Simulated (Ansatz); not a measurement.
Response to strain in MgTe

The parent structure is MgTe in the zinc blende structure (space group F-43m, No. 216; a = 6.439 Å).

Strains are applied to the cell and any free atomic positions relax.

The values are results of PBEsol (Ansatz, a first-principles code; PAW; 420 eV plane waves; no spin-orbit coupling), not measurements.

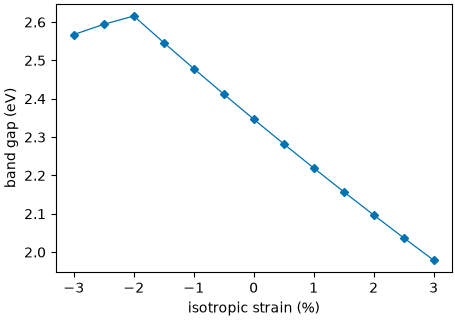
*Band gap against isotropic strain*

```csv
isotropic strain (%),band gap
-3,2.57 eV
-2.5,2.59 eV
-2,2.62 eV
-1.5,2.55 eV
-1,2.48 eV
-0.5,2.41 eV
0.5,2.28 eV
1,2.22 eV
1.5,2.16 eV
2,2.10 eV
2.5,2.04 eV
3,1.98 eV
```

Spin-orbit coupling, missing from the scalar runs, can matter with Te. Whether these cells are dynamically stable was not tested.
